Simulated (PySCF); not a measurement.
**Geometry relaxation of C$_{3}$H$_{9}$FSi**

C$_{3}$H$_{9}$FSi, SMILES C[Si](C)(C)F, computed with PBE0-D3(BJ)/def2-SVP geometry optimisation, gas phase (PySCF 2.14.0).

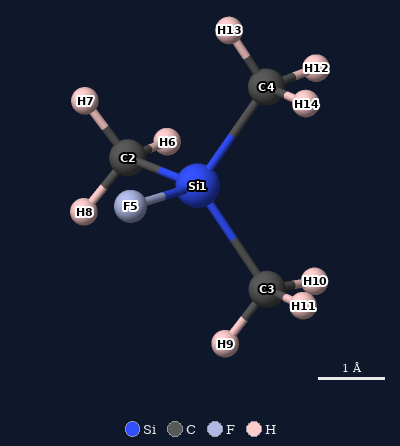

Figure 1. The starting structure (ball-and-stick view, seen at a tilt; atoms are numbered from 1 in the order of the input). Bond lengths as drawn: C–H 1.06 to 1.13 Å, C–Si 1.87 to 1.92 Å and F–Si 1.64 Å.

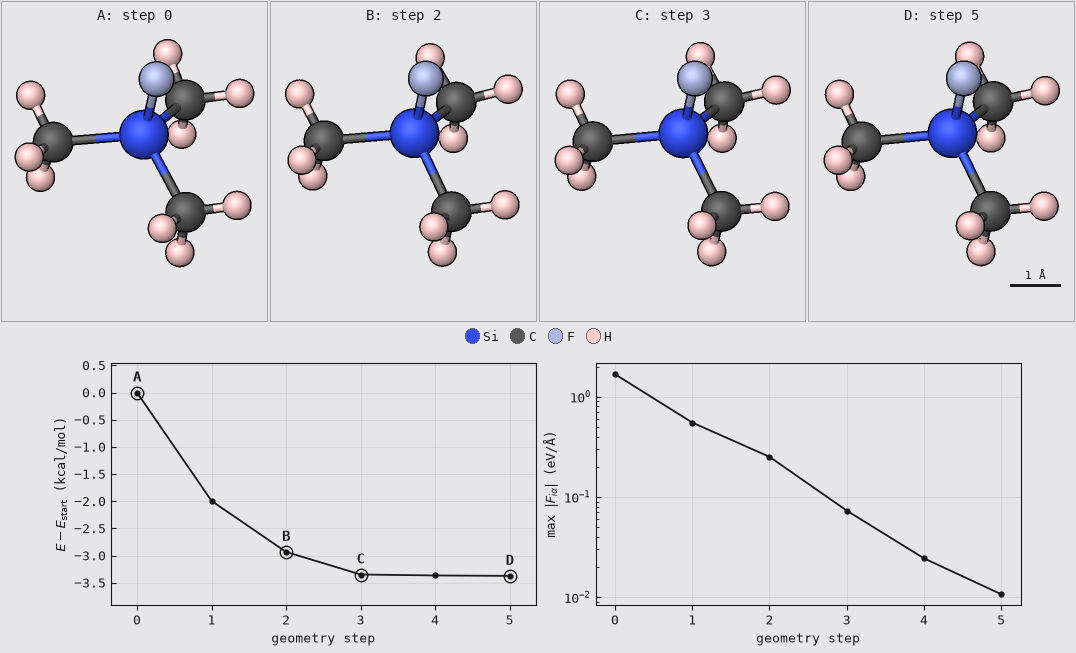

Figure 2. Frames of the relaxation (ball-and-stick view, seen at a tilt) above the curves, on which the letters mark them (steps are counted from 0).

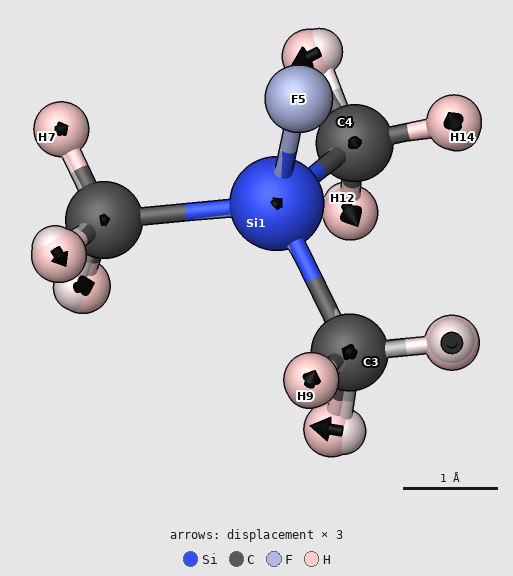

Figure 3. Start (faint) and end (solid) with the displacements as black arrows, magnified 3 times (ball-and-stick view, seen at a tilt). The two geometries are laid on each other by the best rigid fit. The largest moves after the best rigid fit, 0.12 Å, are those of H10 and H13. Largest moves by element: H 0.12 Å, C 0.06 Å, Si 0.04 Å, F 0.03 Å. Distances before and after: Si1–C4 1.915 → 1.867 Å, C4–H13 1.058 → 1.101 Å, Si1–C3 1.903 → 1.867 Å, C3–H11 1.068 → 1.101 Å. Among the angles that change: H12–C4–H14 104.7° → 107.8°, Si1–C4–H13 114.3° → 111.3°, C2–Si1–C3 114.5° → 111.7°. After 5 geometry steps the energy has fallen by 3.37 kcal/mol. Largest force component: 1.7 eV/Å at the start, 0.011 eV/Å at the end. (Atoms are counted from 1 in the order of the input.)

The input that produced these results follows, with the program's output.

## Input
```
{"job": {"xc": "PBE0", "basis": "def2-SVP", "d3": "d3bj", "grid": 2, "kind": "geom", "shake": 0.01}, "charge": 0, "multiplicity": 1}
Si     0.070533    -0.002864    -0.394103
C      1.773962    -0.266106     0.326209
C     -1.139906    -1.442228    -0.101885
C     -0.671193     1.683451     0.129433
F      0.245935     0.103438    -2.025250
H      1.751394    -0.325330     1.408817
H      2.460937     0.548350     0.065341
H      2.232051    -1.176171    -0.054231
H     -0.701215    -2.358962    -0.459521
H     -1.320023    -1.587301     0.974148
H     -2.083260    -1.287333    -0.578511
H     -0.869690     1.722207     1.210826
H     -0.081006     2.520819    -0.135641
H     -1.674996     1.853423    -0.351223
```

The first line tells a small driver script what to run in PySCF; the rest is the geometry in Å.

Run as:
```bash
OMP_NUM_THREADS=1 python <driver script> task.json out
```

## Output
```
step   0  E = -508.55269690  max force = 0.032614
step   1  E = -508.55587418  max force = 0.010741
step   2  E = -508.55736971  max force = 0.004890
step   3  E = -508.55803203  max force = 0.001422
step   4  E = -508.55806026  max force = 0.000474
step   5  E = -508.55807260  max force = 0.000208
optimisation converged
```

## Trajectory as extended XYZ (Å, eV, eV/Å), 6 frames, from step=0 to step=5
```
14
Properties=species:S:1:pos:R:3:forces:R:3 step=0 energy=-13838.42375
Si    0.0705   -0.0029   -0.3941   -0.7660   0.5935  -0.1008
C     1.7740   -0.2661    0.3262   -0.1542   0.2113  -0.3483
C    -1.1399   -1.4422   -0.1019    1.2863   0.8824   0.9863
C    -0.6712    1.6834    0.1294   -1.6133  -1.6771   0.0187
F     0.2459    0.1034   -2.0253    0.0733  -0.0695   0.0726
H     1.7514   -0.3253    1.4088   -0.0715  -0.0818   0.6038
H     2.4609    0.5484    0.0653   -0.0577   0.2268  -0.0960
H     2.2321   -1.1762   -0.0542    0.1074  -0.4850  -0.1360
H    -0.7012   -2.3590   -0.4595    0.3000  -0.7226  -0.4024
H    -1.3200   -1.5873    0.9741   -0.0376   0.0703   0.0747
H    -2.0833   -1.2873   -0.5785   -0.9722   0.2324  -0.5940
H    -0.8697    1.7222    1.2108    0.1354  -0.0246   0.1203
H    -0.0810    2.5208   -0.1356    1.1154   1.1402  -0.3833
H    -1.6750    1.8534   -0.3512    0.6546  -0.2961   0.1843
14
Properties=species:S:1:pos:R:3:forces:R:3 step=1 energy=-13838.51021
Si    0.0493   -0.0017   -0.4370   -0.0127  -0.0100   0.2645
C     1.5914    0.7296    0.3161    0.2008  -0.3196   0.0383
C    -0.1910   -1.7797    0.0891   -0.3417   0.0745  -0.1693
C    -1.4520    1.0449   -0.0471    0.5523   0.3083   0.1726
F     0.2551    0.0017   -2.0621   -0.0331   0.0062  -0.0560
H     1.5236    0.7721    1.4156   -0.0528   0.0031  -0.0237
H     1.8749    1.7255   -0.0487   -0.1070   0.0670  -0.0934
H     2.4138    0.0340    0.0720    0.0695   0.1225   0.0525
H     0.5692   -2.4906   -0.2649    0.0687   0.1095  -0.0952
H    -0.2650   -1.8837    1.1810   -0.0197   0.0724   0.0762
H    -1.1666   -2.0735   -0.3382    0.0821  -0.2088   0.0799
H    -1.6777    1.0379    1.0311    0.0368  -0.0570   0.0175
H    -1.1683    2.0806   -0.3060   -0.2012  -0.0026  -0.0071
H    -2.3629    0.7874   -0.5855   -0.2420  -0.1655  -0.2566
14
Properties=species:S:1:pos:R:3:forces:R:3 step=2 energy=-13838.55090
Si    0.0502   -0.0005   -0.4278    0.0135  -0.0057   0.0898
C     1.6046    0.7155    0.3183    0.1320  -0.2123   0.0009
C    -0.2106   -1.7765    0.0861   -0.2515   0.0132  -0.0578
C    -1.4397    1.0561   -0.0436    0.0981   0.1879  -0.0020
F     0.2473    0.0052   -2.0552   -0.0064   0.0070  -0.0466
H     1.5312    0.7670    1.4165   -0.0290   0.0256  -0.0032
H     1.8583    1.7167   -0.0596   -0.0841   0.0235  -0.0302
H     2.4467    0.0437    0.0802    0.0232   0.0683   0.0226
H     0.5688   -2.4606   -0.2793    0.0706   0.0554  -0.0124
H    -0.2754   -1.8754    1.1813    0.0287   0.0201   0.0059
H    -1.1755   -2.1123   -0.3309    0.0520  -0.0778   0.0323
H    -1.6692    1.0378    1.0339   -0.0124  -0.0339  -0.0032
H    -1.1967    2.0998   -0.3061   -0.0992  -0.0085  -0.0019
H    -2.3463    0.7678   -0.5981    0.0645  -0.0628   0.0059
14
Properties=species:S:1:pos:R:3:forces:R:3 step=3 energy=-13838.56892
Si    0.0509    0.0011   -0.4217   -0.0007   0.0083  -0.0417
C     1.6180    0.6928    0.3202    0.0235  -0.0559  -0.0041
C    -0.2334   -1.7730    0.0825   -0.0731  -0.0116   0.0038
C    -1.4267    1.0752   -0.0401    0.0043   0.0584   0.0018
F     0.2432    0.0100   -2.0519   -0.0002   0.0073   0.0052
H     1.5358    0.7581    1.4170   -0.0025   0.0228   0.0026
H     1.8304    1.7002   -0.0695   -0.0118   0.0096   0.0145
H     2.4825    0.0509    0.0881   -0.0076   0.0066  -0.0092
H     0.5751   -2.4229   -0.2855    0.0308  -0.0005   0.0353
H    -0.2843   -1.8672    1.1794    0.0346  -0.0120  -0.0090
H    -1.1819   -2.1550   -0.3270    0.0070   0.0165  -0.0158
H    -1.6673    1.0438    1.0347   -0.0165  -0.0081  -0.0063
H    -1.2343    2.1258   -0.3093    0.0130  -0.0101  -0.0020
H    -2.3144    0.7446   -0.6014   -0.0006  -0.0315   0.0251
14
Properties=species:S:1:pos:R:3:forces:R:3 step=4 energy=-13838.56969
Si    0.0504    0.0017   -0.4225    0.0001   0.0001  -0.0193
C     1.6190    0.6890    0.3201    0.0053  -0.0167  -0.0014
C    -0.2362   -1.7724    0.0821   -0.0244  -0.0055  -0.0030
C    -1.4256    1.0781   -0.0396   -0.0100   0.0151  -0.0046
F     0.2430    0.0120   -2.0527   -0.0034   0.0055   0.0081
H     1.5365    0.7562    1.4168    0.0004   0.0070   0.0001
H     1.8269    1.6983   -0.0677    0.0000   0.0049   0.0084
H     2.4848    0.0503    0.0860   -0.0032   0.0009  -0.0072
H     0.5784   -2.4186   -0.2799    0.0111  -0.0016   0.0183
H    -0.2857   -1.8667    1.1788    0.0101  -0.0029  -0.0017
H    -1.1815   -2.1576   -0.3309    0.0051   0.0075  -0.0105
H    -1.6669    1.0467    1.0350   -0.0034  -0.0009  -0.0011
H    -1.2365    2.1281   -0.3122    0.0071  -0.0058  -0.0051
H    -2.3128    0.7393   -0.5976    0.0051  -0.0078   0.0190
14
Properties=species:S:1:pos:R:3:forces:R:3 step=5 energy=-13838.57003
Si    0.0498    0.0022   -0.4234    0.0016  -0.0023   0.0044
C     1.6194    0.6869    0.3199   -0.0042   0.0084  -0.0012
C    -0.2377   -1.7719    0.0816    0.0103  -0.0002  -0.0045
C    -1.4255    1.0794   -0.0394   -0.0040  -0.0100   0.0019
F     0.2426    0.0141   -2.0532   -0.0045   0.0035   0.0010
H     1.5378    0.7531    1.4167    0.0023  -0.0061  -0.0002
H     1.8256    1.6981   -0.0643    0.0029  -0.0009   0.0013
H     2.4852    0.0498    0.0821    0.0009  -0.0012  -0.0028
H     0.5823   -2.4162   -0.2724   -0.0015  -0.0002   0.0022
H    -0.2900   -1.8656    1.1781   -0.0107   0.0038   0.0015
H    -1.1793   -2.1589   -0.3376    0.0027  -0.0029  -0.0038
H    -1.6647    1.0509    1.0358    0.0070   0.0060   0.0025
H    -1.2379    2.1281   -0.3173   -0.0017  -0.0004  -0.0057
H    -2.3138    0.7346   -0.5914   -0.0011   0.0027   0.0034
```

## Key numbers

```json
{"quantity": "outcome", "value": "converged"}
{"quantity": "total energy", "value": "−508.558073 hartree"}
{"quantity": "dipole moment", "value": "1.93 D"}
{"quantity": "point group", "value": "C3"}
{"quantity": "hardware", "value": "1 CPU thread, shared host"}
{"quantity": "wall time", "value": "68 s"}
{"quantity": "peak memory", "value": "0.59 GiB"}
```
